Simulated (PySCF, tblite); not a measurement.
# C5H9ClOSi: geometry, infrared bands and NMR shifts

Wanted: the infrared bands and NMR shifts of C5H9ClOSi (`OC[C@@H]1C=C1[SiH2]CCl`), by calculation.

Programs: tblite 0.8.0 and PySCF 2.14.0, with density-fitted response routines of our own. Each step states its level of theory. These are calculated values for one molecule in the gas phase, unless marked as measured. Atoms are numbered from 0 throughout.

### 1 The molecule as given

17 atoms, charge 0, multiplicity 1; geometry from: force field or distance geometry start.

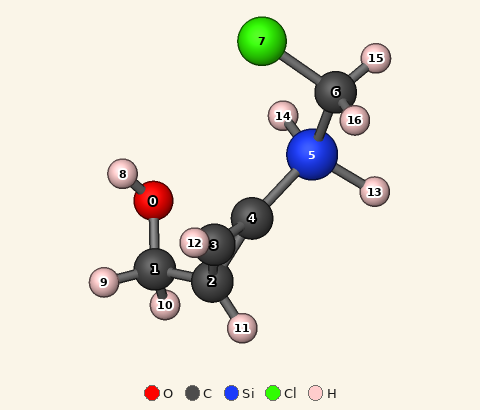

The starting geometry (oxygen red, carbon dark grey, silicon blue, chlorine green, hydrogen pink), atoms numbered.

### 2 Geometry optimisation with GFN2-xTB

Job settings and geometry (Å):

```
{"job": {"kind": "relax", "xc": "GFN2-xTB", "basis": "xTB"}, "charge": 0, "multiplicity": 1}
O     -1.680600    -0.505100     1.355500
C     -2.420300     0.022600     0.290900
C     -1.506500     0.471100    -0.820700
C     -0.621800    -0.489200    -1.502000
C     -0.074200     0.238400    -0.512300
Si     1.353500     0.736800     0.538200
C      2.868700    -0.210100     0.027200
Cl     2.643600    -1.923700     0.486600
H     -1.576200    -1.483300     1.255800
H     -3.152900    -0.734300    -0.020500
H     -3.000300     0.937200     0.593300
H     -1.746200     1.431800    -1.288100
H     -0.554700    -1.266100    -2.257000
H      1.596800     2.174500     0.294100
H      1.118500     0.479200     1.971700
H      3.720000     0.200800     0.614900
H      3.025400    -0.068600    -1.037500
```

Launch:

```sh
OMP_NUM_THREADS=1 python probes_run.py task.json out
```

The driver reads the jobs from task.json and runs them one after another.

Standard output:

```text
step      E/eV     max force
  0    -694.32786    2.327
  1    -694.47955    1.255
  2    -694.53168    1.048
  3    -694.57790    0.433
  4    -694.61346    0.317
  5    -694.62730    0.273
  6    -694.64042    0.317
  7    -694.64803    0.225
  8    -694.65600    0.202
  9    -694.66340    0.220
 10    -694.66990    0.191
 11    -694.67528    0.174
 12    -694.68037    0.210
 13    -694.68480    0.159
 14    -694.68782    0.129
 15    -694.68978    0.119
 16    -694.69185    0.168
 17    -694.69501    0.215
 18    -694.69901    0.192
 19    -694.70219    0.121
 20    -694.70393    0.107
 21    -694.70465    0.215
 22    -694.70607    0.130
 23    -694.70752    0.091
 24    -694.70997    0.056
 25    -694.71072    0.049
 26    -694.71138    0.094
 27    -694.71210    0.098
 28    -694.71297    0.061
 29    -694.71347    0.051
 30    -694.71387    0.073
 31    -694.71424    0.072
 32    -694.71460    0.054
 33    -694.71491    0.036
 34    -694.71516    0.037
 35    -694.71541    0.042
 36    -694.71566    0.042
 37    -694.71586    0.035
 38    -694.71600    0.026
 39    -694.71612    0.034
 40    -694.71627    0.033
 41    -694.71642    0.030
 42    -694.71657    0.030
 43    -694.71670    0.030
 44    -694.71688    0.037
 45    -694.71712    0.046
 46    -694.71739    0.046
 47    -694.71761    0.033
 48    -694.71776    0.029
 49    -694.71791    0.032
 50    -694.71814    0.044
 51    -694.71844    0.047
 52    -694.71871    0.037
 53    -694.71889    0.028
 54    -694.71903    0.029
 55    -694.71920    0.034
 56    -694.71937    0.040
 57    -694.71952    0.035
 58    -694.71963    0.021
 59    -694.71973    0.028
 60    -694.71984    0.024
 61    -694.71996    0.028
 62    -694.72009    0.029
 63    -694.72021    0.026
 64    -694.72033    0.030
 65    -694.72046    0.023
 66    -694.72059    0.030
 67    -694.72071    0.028
 68    -694.72080    0.022
 69    -694.72087    0.020
 70    -694.72092    0.018
 71    -694.72097    0.019
 72    -694.72100    0.011
 73    -694.72101    0.008
```

Wall time 1 s (1 thread of Arm Neoverse N1, shared host); peak memory 0.18 GiB.

The steps of the relaxation: (not every step is listed)

```
step  energy from step 0 (eV)  largest force (eV/Å)
   0                   0.0000                2.3271
   1                  -0.1517                1.2547
   2                  -0.2038                1.0478
   3                  -0.2500                0.4325
   4                  -0.2856                0.3169
   5                  -0.2994                0.2734
   6                  -0.3126                0.3169
   7                  -0.3202                0.2246
   8                  -0.3281                0.2022
  14                  -0.3600                0.1285
  20                  -0.3761                0.1075
  26                  -0.3835                0.0943
  32                  -0.3867                0.0541
  38                  -0.3881                0.0260
  44                  -0.3890                0.0371
  50                  -0.3903                0.0443
  56                  -0.3915                0.0405
  62                  -0.3922                0.0290
  68                  -0.3929                0.0219
  69                  -0.3930                0.0197
  70                  -0.3931                0.0178
  71                  -0.3931                0.0185
  72                  -0.3931                0.0114
  73                  -0.3931                0.0083
```

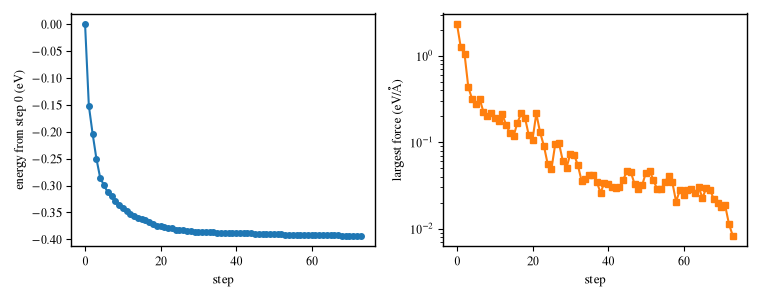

Energy and largest force along the relaxation.

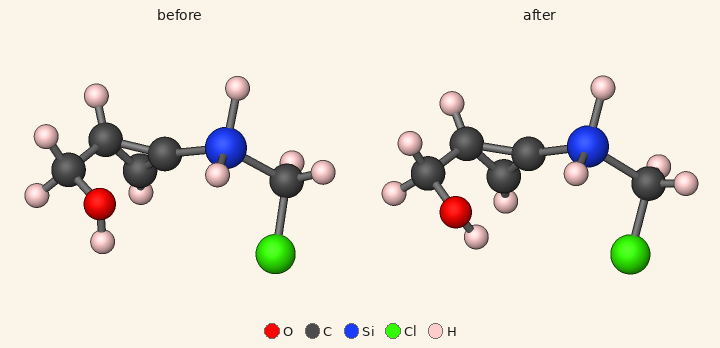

Before and after, at one scale.

Distances of close pairs at the start and the end, largest changes first:

```csv
bond,before (Å),after (Å),change (Å)
Si5–C6,1.858,1.916,+0.058
C3–C4,1.345,1.311,-0.034
C2–C4,1.483,1.516,+0.033
C1–H10,1.124,1.093,-0.032
C6–H15,1.113,1.087,-0.026
O0–H8,0.989,0.965,-0.024
C3–H12,1.085,1.063,-0.022
C1–C2,1.507,1.524,+0.017
```

The end geometry stands in the next job.

### 3 Harmonic vibrations with GFN2-xTB

Job settings and geometry (Å):

```
{"job": {"kind": "ir", "xc": "GFN2-xTB", "basis": "xTB"}, "charge": 0, "multiplicity": 1}
O     -1.817897    -0.630081     1.372618
C     -2.477692     0.016608     0.312270
C     -1.520614     0.454550    -0.790232
C     -0.579214    -0.523459    -1.393465
C     -0.031414     0.311244    -0.543829
Si     1.352749     0.859389     0.559530
C      2.870145    -0.193222     0.048588
Cl     2.477347    -1.919729     0.278246
H     -1.287521    -1.350652     1.011596
H     -3.267100    -0.631758    -0.103533
H     -2.954971     0.894585     0.754735
H     -1.890845     1.284827    -1.385083
H     -0.484519    -1.345435    -2.060822
H      1.679096     2.268993     0.313008
H      1.036106     0.583308     1.958417
H      3.748601     0.008786     0.656060
H      3.140745    -0.075924    -0.998015
```

Standard output:

```text
mode    cm-1     km/mol
  1       8.4      0.85
  2      44.2      2.58
  3      64.5      1.74
  4      86.2      6.09
  5     119.4      3.68
  6     168.9      4.48
  7     253.7      6.04
  8     263.5      8.12
  9     318.6    184.09
 10     394.7     37.84
 11     482.1     60.83
 12     525.9     10.20
 13     552.0     15.34
 14     624.9     11.28
 15     638.1     47.64
 16     695.9     67.41
 17     709.5     38.72
 18     752.9    206.66
 19     753.7    160.21
 20     767.8    164.11
 21     875.1      6.13
 22     934.7     17.07
 23     950.0     17.26
 24     974.8     20.96
 25    1032.4      7.82
 26    1087.0     51.01
 27    1094.4     12.25
 28    1161.6     21.95
 29    1191.4      0.52
 30    1214.9     10.86
 31    1273.3     14.72
 32    1331.7      9.31
 33    1345.6     36.50
 34    1436.5      7.86
 35    1478.4      1.14
 36    1795.2     74.00
 37    2226.6    349.01
 38    2291.9    185.02
 39    2835.0     87.54
 40    2974.1     16.27
 41    2988.7     89.15
 42    2999.6      8.41
 43    3003.5      7.20
 44    3221.9      7.20
 45    3522.2      8.67
```

It took 1.2 s on 1 thread of Arm Neoverse N1, shared host; peak memory 0.18 GiB.

The strongest bands and the atoms that carry them (share of the mass-weighted mode):

```
cm⁻¹  km/mol                                  atoms
 319   184.1              H8 64 %, C4 10 %, O0 10 %
 753   206.7  H14 32 %, H13 29 %, C6 11 %, Si5 10 %
 754   160.2  C6 44 %, Si5 13 %, H16 11 %, H13 10 %
 768   164.1  C6 24 %, H13 23 %, H14 20 %, Si5 11 %
2227   349.0                               H13 97 %
2292   185.0                               H14 97 %
2835    87.5                                H9 93 %
2989    89.2                               H11 86 %
```

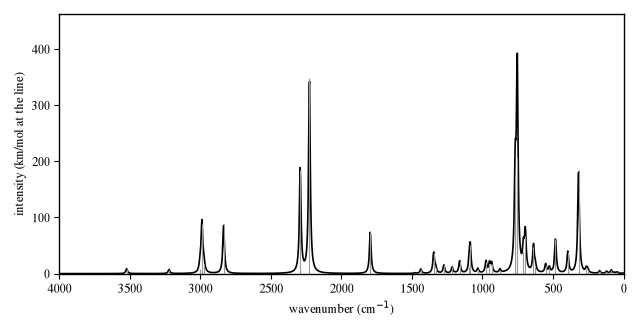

The infrared spectrum from these modes, unscaled. Lines are broadened to a width of 14 cm⁻¹ (Lorentzian).

### 4 NMR shieldings: PBE0/pcSseg-1

Settings changed since step 3:

```diff
@@ -1,2 +1,2 @@
-{"job": {"kind": "ir", "xc": "GFN2-xTB", "basis": "xTB"}, "charge": 0, "multiplicity": 1}
+{"job": {"kind": "nmr", "xc": "PBE0", "basis": "pcSseg-1"}, "charge": 0, "multiplicity": 1}
 O     -1.817897    -0.630081     1.372618
```

With the program's defaults for keys left out, this is: GIAO PBE0/pcSseg-1 NMR shielding, non-relativistic, gas phase.

Standard output:

```text
coarse grid: 15344 points
cycle   1  E = -1019.9799069300  dE =  9.967e-01  |g| = 6.376e-01  |ddm| = 3.701e+00
cycle   2  E = -1019.9215763885  dE =  5.833e-02  |g| = 8.691e-01  |ddm| = 1.384e+00
cycle   3  E = -1020.0610002469  dE = -1.394e-01  |g| = 9.086e-02  |ddm| = 8.759e-01
cycle   4  E = -1020.0623199998  dE = -1.320e-03  |g| = 4.290e-02  |ddm| = 1.126e-01
cycle   5  E = -1020.0627137364  dE = -3.937e-04  |g| = 1.712e-02  |ddm| = 5.197e-02
cycle   6  E = -1020.0627802482  dE = -6.651e-05  |g| = 5.208e-03  |ddm| = 1.675e-02
cycle   7  E = -1020.0627865056  dE = -6.257e-06  |g| = 9.465e-04  |ddm| = 5.497e-03
final grid: 139272 points
cycle   8  E = -1020.1201395743  dE = -3.469e-05  |g| = 1.041e-02  |ddm| = 3.196e-02
cycle   9  E = -1020.1201213975  dE =  1.818e-05  |g| = 1.415e-02  |ddm| = 2.098e-02
cycle  10  E = -1020.1201621127  dE = -4.072e-05  |g| = 1.200e-03  |ddm| = 1.216e-02
cycle  11  E = -1020.1201623634  dE = -2.507e-07  |g| = 2.781e-04  |ddm| = 1.244e-03
cycle  12  E = -1020.1201623798  dE = -1.639e-08  |g| = 6.408e-05  |ddm| = 3.501e-04
cycle  13  E = -1020.1201623804  dE = -6.232e-10  |g| = 3.865e-05  |ddm| = 8.666e-05
cycle  14  E = -1020.1201623807  dE = -3.508e-10  |g| = 8.412e-06  |ddm| = 3.375e-05
converged SCF energy = -1020.1201623807

GIAO shielding tensors (ppm)
atom      isotropic    diamagn.    paramagn.     s11        s22        s33       span
  0 O      302.181     392.779     -90.598    246.143    312.649    347.752    101.609
  1 C      121.317     239.531    -118.214     98.387    111.495    154.068     55.682
  2 C      165.408     252.993     -87.585    115.659    134.614    245.951    130.291
  3 C       46.317     257.092    -210.775   -113.837     74.084    178.704    292.541
  4 C       60.380     255.943    -195.564    -80.440     65.673    195.906    276.346
  5 Si     400.883     880.120    -479.238    368.468    402.286    431.894     63.426
  6 C      155.066     252.432     -97.366    133.221    142.528    189.448     56.226
  7 Cl     922.383    1147.574    -225.190    818.757    855.636   1092.757    274.001
  8 H       31.715      33.074      -1.359     22.791     30.635     41.717     18.926
  9 H       27.846      27.275       0.571     22.935     26.930     33.674     10.739
 10 H       27.748      28.048      -0.300     24.159     26.769     32.317      8.158
 11 H       30.000      31.849      -1.849     23.815     27.007     39.177     15.362
 12 H       23.433      33.656     -10.223     18.010     24.490     27.800      9.791
 13 H       26.874      28.758      -1.884     23.049     24.828     32.745      9.695
 14 H       26.852      28.767      -1.916     23.294     25.894     31.367      8.073
 15 H       28.630      28.219       0.411     22.492     27.110     36.288     13.796
 16 H       28.433      30.005      -1.571     23.578     26.595     35.128     11.550
```

Run time: 78 s. Hardware: 1 thread of Arm Neoverse N1, shared host; peak memory 0.91 GiB.

Shifts follow as δ = σ(reference) − σ, with reference shieldings (ppm) from runs at the same level and on the same kind of geometry: 1H TMS 31.72, 13C TMS 186.9, 29Si TMS 349.2, 17O H2O 336.1, 35Cl HCl 950. The references are single molecules in the gas phase, so shifts against H2O, NH3, PH3, H3PO4 or CFCl3 are not on the usual liquid scales and can be off by tens of ppm.

```
atoms                                 environment  σ (ppm)  δ (ppm)  δ scaled to CDCl3
   C3                                   alkene CH     46.3    140.6              135.3
   C4             fully substituted alkene carbon     60.4    126.5              121.6
   C1                         sp3 CH2 bonded to O    121.3     65.6               62.1
   C6                 sp3 CH2 bonded to Cl and Si    155.1     31.9               29.2
   C2                  three-membered-ring carbon    165.4     21.5               19.1
  H12                    hydrogen on an alkene CH    23.43     8.28               7.91
  H14         hydrogen on a silicon bonded to 2 C    26.85     4.87                  –
  H13         hydrogen on a silicon bonded to 2 C    26.87     4.84                  –
  H10          hydrogen on an sp3 CH2 bonded to O    27.75     3.97               3.85
   H9          hydrogen on an sp3 CH2 bonded to O    27.85     3.87               3.75
  H16  hydrogen on an sp3 CH2 bonded to Cl and Si    28.43     3.28               3.20
  H15  hydrogen on an sp3 CH2 bonded to Cl and Si    28.63     3.09               3.02
  H11    hydrogen on a three-membered-ring carbon    30.00     1.72               1.72
   H8               hydrogen on an alcohol oxygen    31.71     0.00                  –
   O0                              alcohol oxygen    302.2     33.9                  –
  Si5                  silicon bonded to 2 C, 2 H    400.9    -51.7                  –
  Cl7                        chlorine bonded to C      922       27                  –
```

The scaled column applies a straight-line fit of computed shieldings to shifts measured in CDCl3, with any fitted terms for Cl, Br or S neighbours (root-mean-square error 0.16 ppm for H, 1.9 ppm for C).

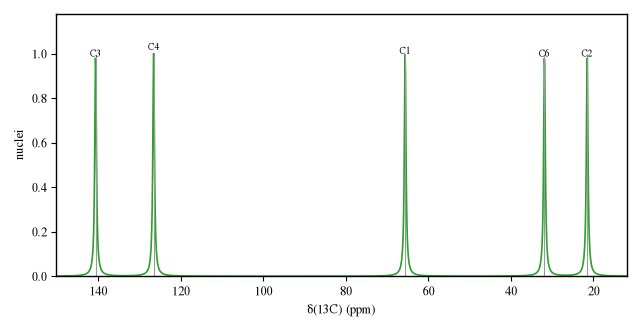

13C lines at the computed shifts, without couplings. Lines are broadened to a width of 0.48 ppm (Lorentzian).

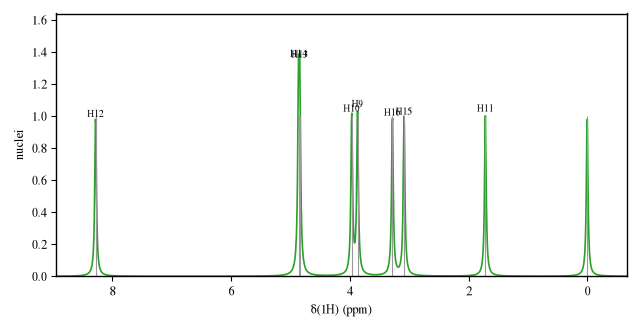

1H lines at the computed shifts, without couplings. Lines are broadened to a width of 0.03 ppm (Lorentzian).

Charges from the same density, by scheme (e):

| atoms | Mulliken | IAO | Hirshfeld | ESP fit |
| --- | --- | --- | --- | --- |
| O0 | -0.46 | -0.55 | -0.22 | -0.62 |
| C1 | 0.14 | -0.06 | -0.01 | 0.20 |
| C2 | -0.22 | -0.14 | -0.06 | -0.09 |
| C3 | -0.08 | -0.15 | -0.04 | -0.19 |
| C4 | -0.30 | -0.29 | -0.11 | -0.13 |
| Si5 | 0.71 | 0.78 | 0.35 | 0.55 |
| C6 | -0.50 | -0.53 | -0.13 | -0.57 |
| Cl7 | -0.17 | -0.11 | -0.07 | -0.13 |

Mulliken charges:

O0 -0.46; C1 0.14; C2 -0.22; C3 -0.08; C4 -0.30; Si5 0.71; C6 -0.50; Cl7 -0.17; H8 0.23; H9 0.10; H10 0.12; H11 0.12; H12 0.08; H13 -0.08; H14 -0.03; H15 0.18; H16 0.18

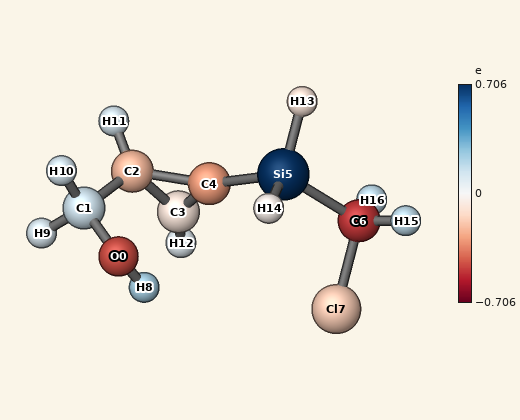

Mulliken charges, as colours on the atoms.

Mayer bond orders: O0–C1 0.97, C1–C2 0.97, C2–C3 0.95, C3–C4 1.67, C4–Si5 0.89, Si5–C6 0.85, C6–Cl7 0.95, C4–C2 0.89.

Ring of atoms C2, C3, C4: NICS(0) -29.6, NICS(1) -8.8, NICS(1)zz -18.8 ppm (means of both faces).

In rings of three or four atoms NICS is ruled by the nearby σ bonds, so it says little on aromaticity.

The fields below are evaluated on a grid from the run's orbitals.

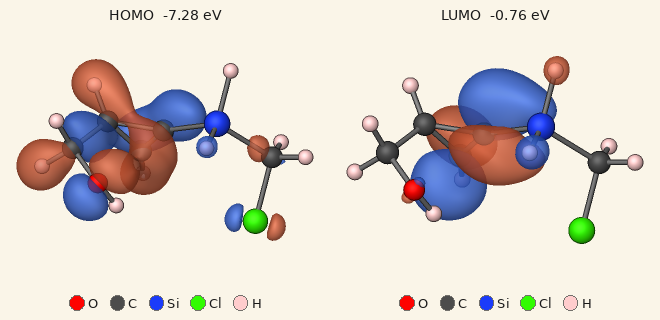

PBE0/pcSseg-1 orbitals near the gap, drawn at the value that encloses 70 % of each; the two colours are the two signs.

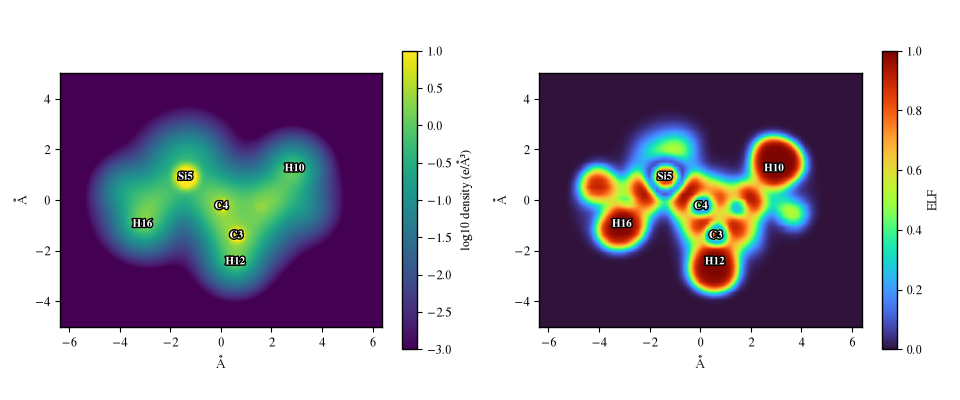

Density (left) and ELF (right) in a plane through or near 6 of the atoms.

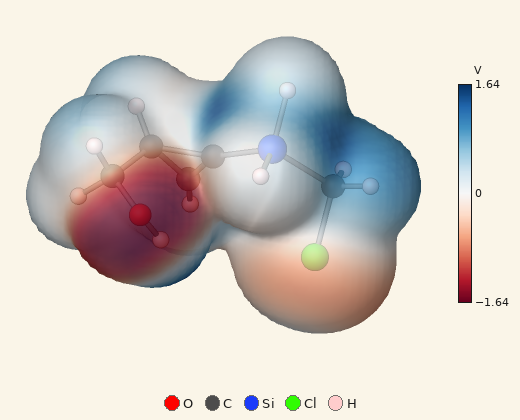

Electrostatic potential on the surface of density 0.002 e/bohr³; red is low, blue high. It runs from -1.64 V near O0 to 1.43 V near H8.

### 5 Summary of results

```
                                 quantity                                                     value
strongest single infrared mode (GFN2-xTB)                                     2227 cm⁻¹, 349 km/mol
             zero-point energy (GFN2-xTB)                                             76.4 kcal/mol
   13C shifts against TMS (PBE0/pcSseg-1)                        140.6, 126.5, 65.6, 31.9, 21.5 ppm
    1H shifts against TMS (PBE0/pcSseg-1)  8.28, 4.87, 4.84, 3.97, 3.87, 3.28, 3.09, 1.72, 0.00 ppm
   17O shifts against H2O (PBE0/pcSseg-1)                                                  33.9 ppm
  29Si shifts against TMS (PBE0/pcSseg-1)                                                 -51.7 ppm
  35Cl shifts against HCl (PBE0/pcSseg-1)                                                    27 ppm
    surface potential, least and greatest                                        -1.64 V and 1.43 V
```

In words: Over 73 steps the energy fell by 0.393 eV; of the close pairs, Si5–C6 changed most, 1.858 to 1.916 Å. No mode is imaginary among the 45: a minimum at this level. The strongest single mode, at 2227 cm⁻¹, moves mainly H13. Unscaled tight-binding wavenumbers are off by several per cent, some by more. Its intensities can rank the bands wrongly. At PBE0/pcSseg-1: Shielding is most anisotropic at C3 (span 293 ppm, paramagnetic term -211 ppm). By nearest atom (PBE0/pcSseg-1), the HOMO sits on C3, C4 about 17 % each; O0 16 % and the LUMO on C3, C4 about 32 % each; H12 10 %.
